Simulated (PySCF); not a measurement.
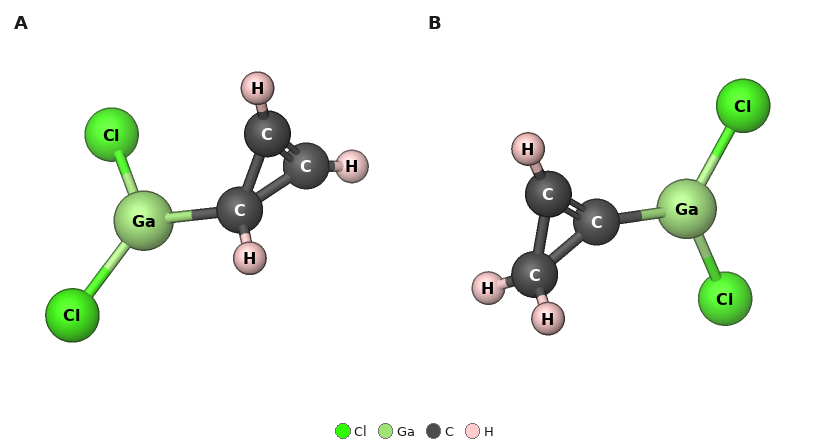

2 stationary structures of one formula. Geometries: GFN2-xTB. Electronic energies: B3LYP/def2-SVPD (PySCF 2.14.0), without zero-point energy. No frequency run is at hand to confirm each as a minimum. Each is one conformer, not always the lowest.

**Rank them by energy, lowest first.**

B is lowest; A lies 22.9 kJ/mol above it. A is `[Cl][Ga]([Cl])[CH]1C=C1`, B is `[Cl][Ga]([Cl])[C]1=CC1`.

The geometry is semi-empirical. Around Ga such bond lengths and angles can be off by a tenth of an ångström or more and by several degrees, and values that hang on the shape move with them.
